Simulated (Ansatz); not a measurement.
## ZrSiNH₈O₃F: molecular dynamics (part 4 of 4)

The same run, continued: ZrSiNH₈O₃F; RHF/def2-SVP (Ansatz 0.2.0). It belongs to a series of runs on one base structure; here: dynamics from the highest image of the converged band.

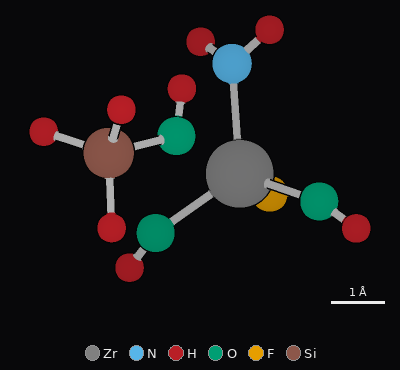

Fig. 1: The geometry at step 168 of the log (ball-and-stick view, seen at a tilt).

Trajectory as extended XYZ, continued
```
15
Properties=species:S:1:pos:R:3:forces:R:3 step=129 time_fs=64.5 energy=-19551.43758 temperature=133.0
Zr    0.0004    0.0455    0.2196    0.0738  -0.3847  -0.1767
N    -0.4875   -0.3773    2.2274   -0.1431   1.2638  -0.2539
H    -1.2972    0.0266    2.6871    0.3045  -0.3210  -0.0962
H    -0.3277   -1.2881    2.5841    0.0034  -0.6877   0.4696
O     1.6828   -0.5250   -0.6195    0.1330  -0.1220  -0.0481
H     2.0668   -1.1080   -1.2597   -0.1291   0.2199   0.2687
O    -0.8833    1.6193   -0.4658    0.0289  -0.1746   0.1313
H    -1.2940    2.2242   -1.0483   -0.1345   0.2388  -0.1631
F    -1.0336   -1.4373   -0.4910    0.0536   0.2455  -0.1251
O     1.4875    1.5030    1.5748   -0.4192  -0.2077   0.2590
Si    3.0465    2.1081    1.7870    0.2506   0.3024  -0.0657
H     3.9321    1.0333    2.3081   -0.1317   0.1402  -0.1289
H     3.5457    2.6255    0.4645   -0.3298  -0.2671   0.5607
H     3.0167    3.2181    2.8052   -0.0745  -0.3758  -0.4010
H     0.9695    1.1931    2.3317    0.5142   0.1300  -0.2305
15
Properties=species:S:1:pos:R:3:forces:R:3 step=135 time_fs=67.5 energy=-19551.41643 temperature=120.6
Zr   -0.0045    0.0421    0.2195    0.0059  -0.3357  -0.0427
N    -0.5001   -0.3771    2.2315    0.9744  -0.7375  -0.2229
H    -1.2827    0.0121    2.7045   -0.5229   0.1350   0.3658
H    -0.3293   -1.3194    2.6013   -0.2339   0.8766  -0.2005
O     1.6921   -0.5166   -0.6035   -0.2077   0.2994   0.4184
H     2.0879   -1.0832   -1.2353    0.1543  -0.1943  -0.1880
O    -0.8913    1.6209   -0.4612   -0.2247   0.2104  -0.3053
H    -1.3039    2.2258   -1.0614    0.1927  -0.2448   0.3097
F    -1.0294   -1.4384   -0.5067    0.0700   0.2546  -0.1140
O     1.4956    1.5108    1.5732    0.0030   0.0715  -0.2315
Si    3.0547    2.1071    1.7834    0.5603   0.7790   0.0953
H     3.9477    1.0500    2.3113   -0.1459  -0.0052  -0.0867
H     3.5790    2.6290    0.4756   -0.4010  -0.3089   0.4465
H     3.0759    3.2523    2.7942   -0.2485  -0.6749  -0.5667
H     0.9990    1.2273    2.3352    0.0240  -0.1252   0.3226
15
Properties=species:S:1:pos:R:3:forces:R:3 step=142 time_fs=71.0 energy=-19551.43909 temperature=133.7
Zr   -0.0102    0.0378    0.2193   -0.0382  -0.1377   0.1300
N    -0.5092   -0.3799    2.2348   -0.2646   0.7864  -0.0221
H    -1.3003    0.0011    2.7495    0.3958  -0.1052  -0.3615
H    -0.3498   -1.2907    2.6101    0.1425  -0.4471   0.1894
O     1.7018   -0.5054   -0.5826    0.0117  -0.0559   0.0134
H     2.1228   -1.0662   -1.2171   -0.1105   0.1541   0.2057
O    -0.9016    1.6234   -0.4571    0.2362  -0.4713   0.2741
H    -1.3038    2.2148   -1.0565   -0.1847   0.3099  -0.2372
F    -1.0240   -1.4383   -0.5257    0.0669   0.2339  -0.1085
O     1.5047    1.5201    1.5704   -0.1792  -0.0248   0.2552
Si    3.0662    2.1085    1.7795    0.2100  -0.0311   0.1764
H     3.9522    1.0662    2.3071    0.0070  -0.2856   0.0544
H     3.5796    2.6044    0.5241    0.0000   0.0564  -0.6668
H     3.1181    3.2296    2.7298   -0.3379   0.0878   0.2080
H     1.0401    1.2563    2.3657    0.0450  -0.0697  -0.1106
15
Properties=species:S:1:pos:R:3:forces:R:3 step=148 time_fs=74.0 energy=-19551.41658 temperature=120.5
Zr   -0.0151    0.0339    0.2192   -0.0334   0.0230   0.2623
N    -0.5174   -0.3789    2.2372    0.0273   0.3564  -0.0958
H    -1.2944   -0.0119    2.7654    0.0464   0.1928  -0.2233
H    -0.3587   -1.2871    2.6279    0.2209  -0.3420   0.0360
O     1.7099   -0.4957   -0.5642   -0.1346   0.0872   0.1788
H     2.1479   -1.0446   -1.1907    0.0104  -0.0092   0.0197
O    -0.9096    1.6235   -0.4527   -0.0200  -0.0921  -0.1611
H    -1.3125    2.2219   -1.0621    0.1214  -0.1456   0.2183
F    -1.0191   -1.4370   -0.5425    0.0494   0.1938  -0.1121
O     1.5118    1.5281    1.5691   -0.2400  -0.0894   0.5804
Si    3.0769    2.1098    1.7767    0.1281  -0.7361  -0.3298
H     3.9548    1.0570    2.3070   -0.0136  -0.2120   0.0537
H     3.5762    2.5846    0.5152    0.1133   0.1114  -0.7966
H     3.1240    3.2140    2.6892   -0.2801   0.7063   0.7558
H     1.0768    1.2730    2.3875    0.0047  -0.0446  -0.3861
15
Properties=species:S:1:pos:R:3:forces:R:3 step=155 time_fs=77.5 energy=-19551.45237 temperature=141.7
Zr   -0.0209    0.0295    0.2195   -0.0276   0.1813   0.3537
N    -0.5259   -0.3764    2.2393    0.6597  -0.8747  -0.0292
H    -1.2889   -0.0045    2.7656   -0.3217   0.3184   0.0688
H    -0.3495   -1.3023    2.6457   -0.0325   0.7432  -0.4049
O     1.7184   -0.4836   -0.5413   -0.1722   0.0951   0.2043
H     2.1795   -1.0215   -1.1589    0.0406  -0.0502  -0.0314
O    -0.9187    1.6226   -0.4483    0.2000  -0.4206   0.1256
H    -1.3143    2.2214   -1.0519   -0.0551   0.1187  -0.0477
F    -1.0131   -1.4344   -0.5628    0.0223   0.1368  -0.1174
O     1.5188    1.5370    1.5706    0.1770   0.0993  -0.0514
Si    3.0901    2.1090    1.7720    0.4008   0.0881  -0.7305
H     3.9547    1.0272    2.3114   -0.1441   0.1439  -0.0496
H     3.5793    2.5688    0.4351   -0.1890  -0.2001   0.4117
H     3.1014    3.2568    2.7099   -0.1234  -0.1285   0.0075
H     1.1123    1.2834    2.3867   -0.4349  -0.2510   0.2902
15
Properties=species:S:1:pos:R:3:forces:R:3 step=161 time_fs=80.5 energy=-19551.42493 temperature=125.6
Zr   -0.0259    0.0258    0.2200    0.0307   0.3289   0.3713
N    -0.5297   -0.3781    2.2407   -0.3398   1.1355  -0.3469
H    -1.3053    0.0268    2.7660    0.5064  -0.2404  -0.4136
H    -0.3405   -1.2680    2.6334    0.1397  -0.7415   0.3968
O     1.7247   -0.4728   -0.5206    0.0447  -0.1641  -0.0748
H     2.2094   -1.0056   -1.1338   -0.1664   0.1679   0.2149
O    -0.9256    1.6198   -0.4441    0.1967  -0.4239   0.1272
H    -1.3173    2.2266   -1.0422   -0.0497   0.1141  -0.0434
F    -1.0078   -1.4315   -0.5807   -0.0068   0.0785  -0.1175
O     1.5254    1.5450    1.5725   -0.2672  -0.2114   0.6995
Si    3.1026    2.1084    1.7657    0.0380   0.5786  -0.4919
H     3.9432    1.0118    2.3118   -0.0528   0.2324  -0.0363
H     3.5680    2.5402    0.3937   -0.1685  -0.1843   0.7634
H     3.0704    3.2883    2.7342    0.0829  -0.7096  -0.5499
H     1.1109    1.2738    2.3978    0.0121   0.0391  -0.4989
15
Properties=species:S:1:pos:R:3:forces:R:3 step=168 time_fs=84.0 energy=-19551.45848 temperature=145.2
Zr   -0.0317    0.0220    0.2211    0.1500   0.3922   0.3540
N    -0.5350   -0.3741    2.2396    0.8845  -0.3916  -0.6283
H    -1.2888    0.0465    2.7358   -0.3955   0.0905   0.3219
H    -0.3212   -1.2788    2.6494   -0.2267   0.4483  -0.0248
O     1.7318   -0.4607   -0.4962   -0.2808   0.1568   0.3083
H     2.2349   -0.9779   -1.0915    0.1804  -0.2026  -0.2160
O    -0.9326    1.6140   -0.4388   -0.0024  -0.1039  -0.1373
H    -1.3223    2.2388   -1.0296    0.1207  -0.1578   0.2106
F    -1.0017   -1.4277   -0.6023   -0.0370   0.0188  -0.1179
O     1.5317    1.5531    1.5784   -0.0473  -0.0884  -0.1009
Si    3.1170    2.1095    1.7566   -0.8752  -0.0671   0.0941
H     3.9268    1.0157    2.3097    0.2270   0.0161   0.0868
H     3.5410    2.4910    0.4153    0.2328   0.1860  -0.1511
H     3.0438    3.2574    2.7099    0.2570  -0.1977  -0.2314
H     1.1038    1.2624    2.3734   -0.1874  -0.0996   0.2320
15
Properties=species:S:1:pos:R:3:forces:R:3 step=174 time_fs=87.0 energy=-19551.42326 temperature=124.5
Zr   -0.0365    0.0191    0.2224    0.2625   0.3986   0.2430
N    -0.5352   -0.3713    2.2347    0.4803  -0.2598  -0.2271
H    -1.2952    0.0644    2.7275   -0.0393  -0.1138   0.0927
H    -0.3204   -1.2662    2.6683   -0.2297   0.5058  -0.0788
O     1.7368   -0.4500   -0.4741    0.1310  -0.2566  -0.1606
H     2.2654   -0.9649   -1.0661   -0.2067   0.1717   0.2116
O    -0.9384    1.6080   -0.4346    0.2451  -0.5048   0.2770
H    -1.3191    2.2408   -1.0049   -0.1669   0.3156  -0.2224
F    -0.9966   -1.4243   -0.6214   -0.0537  -0.0137  -0.1068
O     1.5364    1.5593    1.5836   -0.2247  -0.2052  -0.0770
Si    3.1266    2.1102    1.7490   -1.2349  -1.1181   0.0999
H     3.9313    1.0226    2.3147    0.2902  -0.0555   0.0861
H     3.5366    2.4634    0.4261    0.4372   0.3671  -0.7580
H     3.0434    3.2130    2.6685    0.2793   0.7546   0.4803
H     1.0858    1.2469    2.3617    0.0302   0.0141   0.1401
15
Properties=species:S:1:pos:R:3:forces:R:3 step=181 time_fs=90.5 energy=-19551.46010 temperature=146.3
Zr   -0.0418    0.0162    0.2242    0.3793   0.3051   0.0296
N    -0.5325   -0.3683    2.2269   -0.3897   1.0107  -0.1452
H    -1.3024    0.0720    2.7235    0.3337  -0.1771  -0.2747
H    -0.3371   -1.2202    2.6926    0.2039  -0.7263   0.3997
O     1.7429   -0.4387   -0.4489   -0.2072   0.0388   0.1907
H     2.2872   -0.9394   -1.0230    0.1434  -0.1561  -0.1730
O    -0.9440    1.5986   -0.4288   -0.1683   0.2247  -0.2607
H    -1.3243    2.2620   -0.9866    0.1858  -0.2864   0.2890
F    -0.9910   -1.4204   -0.6444   -0.0507  -0.0185  -0.0735
O     1.5402    1.5650    1.5896   -0.3535  -0.3039   0.1646
Si    3.1334    2.1072    1.7401   -0.7158  -0.7245  -0.3447
H     3.9646    1.0278    2.3276    0.0337   0.1438  -0.0934
H     3.5725    2.4658    0.3742    0.0431   0.0622   0.2427
H     3.0730    3.2330    2.6639    0.2537   0.4287   0.1693
H     1.0717    1.2327    2.3578    0.3085   0.1787  -0.1205
15
Properties=species:S:1:pos:R:3:forces:R:3 step=187 time_fs=93.5 energy=-19551.43746 temperature=133.1
Zr   -0.0459    0.0140    0.2258    0.4272   0.1625  -0.1463
N    -0.5316   -0.3611    2.2197    0.6372  -0.9542   0.4120
H    -1.2873    0.0667    2.7018   -0.5760   0.4328   0.2407
H    -0.3391   -1.2232    2.7372    0.0111   0.6127  -0.5170
O     1.7475   -0.4292   -0.4266    0.0262  -0.1545  -0.0284
H     2.3116   -0.9250   -0.9941   -0.0536   0.0191   0.0220
O    -0.9494    1.5910   -0.4246    0.0902  -0.1957   0.1534
H    -1.3188    2.2663   -0.9546   -0.1162   0.2462  -0.1487
F    -0.9865   -1.4171   -0.6643   -0.0346  -0.0022  -0.0350
O     1.5417    1.5684    1.5952    0.1892   0.0644  -0.4628
Si    3.1367    2.1022    1.7316   -0.2161   0.3310  -0.1331
H     3.9980    1.0436    2.3315   -0.1593   0.1729  -0.1690
H     3.6100    2.4759    0.3436   -0.2689  -0.1532   0.7899
H     3.1215    3.2895    2.6760    0.1296  -0.4885  -0.5283
H     1.0829    1.2337    2.3505   -0.0860  -0.0935   0.5507
15
Properties=species:S:1:pos:R:3:forces:R:3 step=194 time_fs=97.0 energy=-19551.46192 temperature=147.3
Zr   -0.0502    0.0116    0.2275    0.4981   0.0457  -0.2752
N    -0.5275   -0.3576    2.2145   -0.5900   0.4755   0.6030
H    -1.3091    0.0934    2.6883    0.3883  -0.1434  -0.3486
H    -0.3362   -1.1825    2.7473    0.2001  -0.3036   0.0546
O     1.7529   -0.4191   -0.4008    0.0822  -0.1860  -0.0654
H     2.3343   -0.9065   -0.9583   -0.0638   0.0240   0.0204
O    -0.9554    1.5814   -0.4192   -0.1847   0.3524  -0.1660
H    -1.3195    2.2883   -0.9257    0.0918  -0.1518   0.1360
F    -0.9813   -1.4133   -0.6879   -0.0108   0.0186   0.0171
O     1.5441    1.5722    1.5999   -0.1987  -0.2060   0.4332
Si    3.1396    2.0974    1.7213   -0.1583   0.6052   0.3586
H     4.0216    1.0767    2.3197   -0.1046  -0.1500  -0.0334
H     3.6277    2.4736    0.3816   -0.1633  -0.0600   0.0304
H     3.1904    3.3079    2.6384   -0.0938  -0.5447  -0.4502
H     1.0975    1.2326    2.3814    0.3076   0.2240  -0.3145
15
Properties=species:S:1:pos:R:3:forces:R:3 step=200 time_fs=100.0 energy=-19551.43996 temperature=134.3
Zr   -0.0534    0.0096    0.2286    0.5345  -0.0572  -0.2970
N    -0.5266   -0.3529    2.2138   -0.3030   0.5074   0.1319
H    -1.3078    0.1117    2.6551    0.0983  -0.0924  -0.0366
H    -0.3181   -1.1631    2.7537    0.1360  -0.4326   0.2600
O     1.7581   -0.4116   -0.3790   -0.1120  -0.0235   0.1174
H     2.3486   -0.8888   -0.9263    0.1614  -0.1575  -0.1929
O    -0.9613    1.5747   -0.4151   -0.1659   0.3569  -0.0977
H    -1.3163    2.3016   -0.8947    0.0339  -0.0552   0.0498
F    -0.9770   -1.4100   -0.7080    0.0150   0.0425   0.0645
O     1.5454    1.5747    1.6055    0.1250   0.0694   0.0289
Si    3.1415    2.0952    1.7136   -0.2952  -0.1440   0.3947
H     4.0318    1.0931    2.3057   -0.0327  -0.3885   0.0810
H     3.6280    2.4659    0.4191    0.0854   0.0972  -0.9355
H     3.2422    3.2782    2.5676   -0.2045   0.2958   0.2936
H     1.1299    1.2462    2.3944   -0.0763  -0.0181   0.1378
```

This output came from the following input.

Input
```yaml
crystal:
  periodic: [false, false, false]
  atoms:
    - { symbol: Zr, position_ang: [0.070799, 0.064618, 0.183554] }
    - { symbol: "N", position_ang: [-0.259402, -0.270657, 2.370679] }
    - { symbol: H, position_ang: [-1.123006, 0.047745, 2.782679] }
    - { symbol: H, position_ang: [-0.078358, -1.181366, 2.7635] }
    - { symbol: O, position_ang: [1.634591, -0.609652, -0.731921] }
    - { symbol: H, position_ang: [2.197726, -1.058824, -1.335296] }
    - { symbol: O, position_ang: [-0.777478, 1.632598, -0.540722] }
    - { symbol: H, position_ang: [-1.166437, 2.316332, -1.054238] }
    - { symbol: F, position_ang: [-1.183505, -1.318786, -0.324649] }
    - { symbol: O, position_ang: [1.42883, 1.229221, 1.60088] }
    - { symbol: Si, position_ang: [2.816327, 2.109444, 1.805445] }
    - { symbol: H, position_ang: [3.963008, 1.217907, 2.090157] }
    - { symbol: H, position_ang: [3.081315, 2.87016, 0.567085] }
    - { symbol: H, position_ang: [2.651588, 3.046449, 2.939582] }
    - { symbol: H, position_ang: [0.804298, 0.658514, 2.305369] }
basis:
  gaussian: { orbitals: def2-SVP }
hamiltonian:
  xc: hf
md:
  timestep: 0.5
  n_steps: 200
  ensemble: nve
  temperature: 100.0
  initial_velocities: maxwell_boltzmann
  seed: 7545
```

Command:
```bash
ansatz run input.yaml --threads 4 --pin off --max-ram 5120MiB --backend cpu --events-out ev --progress --plain --runs-dir out
```

Key numbers

```tsv
quantity	value
outcome	finished
mean temperature over the second half	132 K
trajectory	200 steps, 100 fs
ensemble	nve
temperature in the input	100.0 K
time step	0.5 fs
potential energy (last step)	−19551.4400 eV
mean-field energy (last step)	−19551.4400 eV
largest force (length of the vector) (last step)	0.944 eV/Å
hardware	4 threads of AMD EPYC (Zen 3), 32 GiB of memory available, shared host
wall time	9.1 min (CPU time 34 min)
peak memory	0.47 GiB
```

Remarks

So short a trajectory is not equilibrated.
